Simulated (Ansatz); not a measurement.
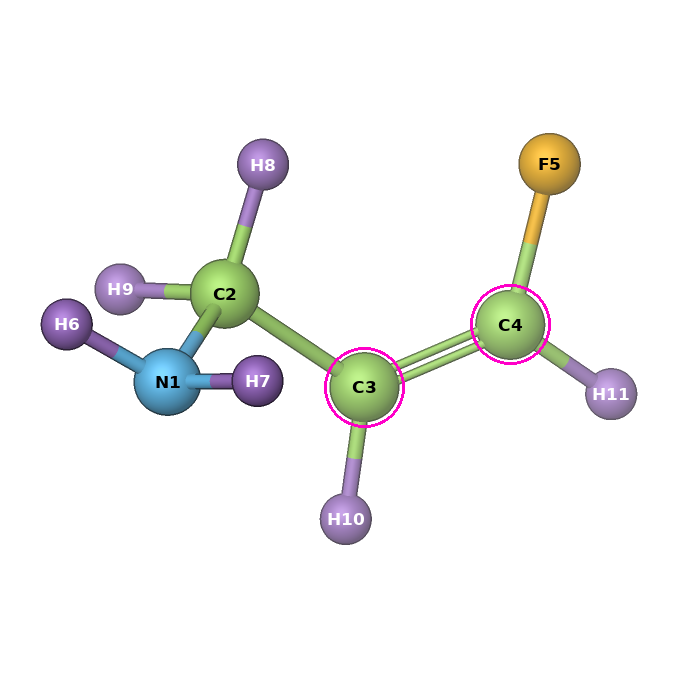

Depth is shown by fading: the farther an atom, the more it takes the colour of the background. Circles mark the stereogenic atoms. The computed structure is the end point of a PBE0-D4/def2-TZVP optimisation. No frequency run is at hand to confirm it as a minimum.

Assign CIP descriptors.

C3=C4: Z.
